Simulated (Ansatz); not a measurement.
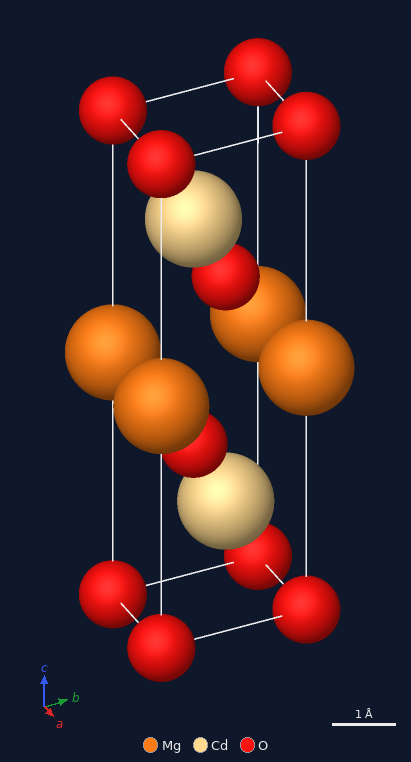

The image is a spheres-only drawing of a crystal, viewed slightly off an axis. One simulation cell is framed, with atoms on its boundary repeated.

The input file of the run:
```yaml
crystal:
  lattice:
    - [3.2385399515, 0.0, 0.0]
    - [-1.6192699758, 2.8046578692, 0.0]
    - [0.0, 0.0, 8.0896072522]
  atoms:
    - { symbol: Mg, position: [0.0, 0.0, 0.5] }
    - { symbol: Cd, position: [0.6666666667, 0.3333333333, 0.8232435534] }
    - { symbol: Cd, position: [0.3333333333, 0.6666666667, 0.1767564466] }
    - { symbol: O, position: [0.3333333333, 0.6666666667, 0.6413403241] }
    - { symbol: O, position: [0.6666666667, 0.3333333333, 0.3586596759] }
    - { symbol: O, position: [0.0, 0.0, 0.0] }
basis:
  ecutwfc: 420
kpoints:
  mp_grid: { grid: [12, 12, 4] }
  band_path:
    path:
      - [[0.0, 0.0, 0.0], [0.5, 0.0, 0.0], [0.33333333, 0.33333333, 0.0], [0.0, 0.0, 0.0], [0.0, 0.0, 0.5], [0.5, 0.0, 0.5], [0.33333333, 0.33333333, 0.5], [0.0, 0.0, 0.5]]
      - [[0.5, 0.0, 0.5], [0.5, 0.0, 0.0]]
      - [[0.33333333, 0.33333333, 0.5], [0.33333333, 0.33333333, 0.0]]
    npoints: 14
hamiltonian:
  xc: lda
scf:
  occupations: { method: gaussian, width: 0.02 }
  n_extra_bands: 15
output:
  forces: true
  stress: true
  eigenvalues: true
  populations: true
  dos: { projected: true, de: 0.02, nscf_kmesh: { grid: [18, 18, 6] } }
  bader: true
  write_density: true
  write_potential: true
  elf: true
  volumetric_format: npy
```
Run as:
```sh
ansatz run input.yaml --threads 1 --pin off --max-ram 2560MiB --backend cpu --events-out ev --progress --plain --runs-dir out
```

Setup: DFT LDA, scalar-relativistic, plane waves, PAW in Ansatz 0.2.0; a kinetic-energy cutoff of 420 eV, the zone sampled with 12×12×4 points, Gaussian smearing of 0.02 eV, no spin polarisation. The pressure of the cell is -11 GPa.

Question: Predict the Bader charges.

Answer: Mg +1.71 e; Cd +1.11 e; O -1.39 to -1.14 e. The transfer is large, as in an ionic solid.

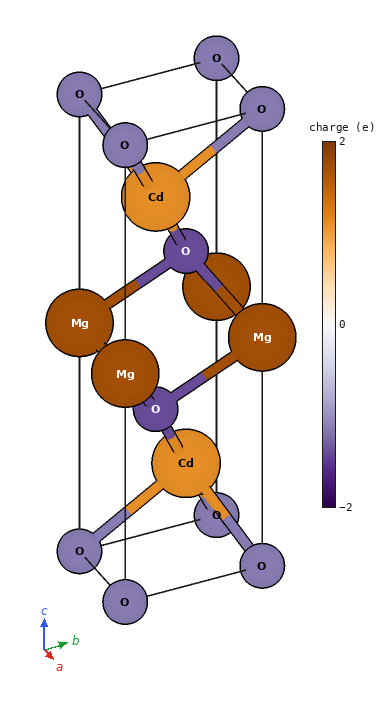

The atoms coloured by those charges.

The structure comes from a structure type filled with these elements by a generator (whether the compound takes this form wasn't checked). Earlier steps of the study may have refined or changed the cell and positions. A calculation with Ansatz used it as input.

At this level of theory the cell isn't at rest (stretched, at -11 GPa), so its distances can differ from those at equilibrium, the more so the softer the solid.
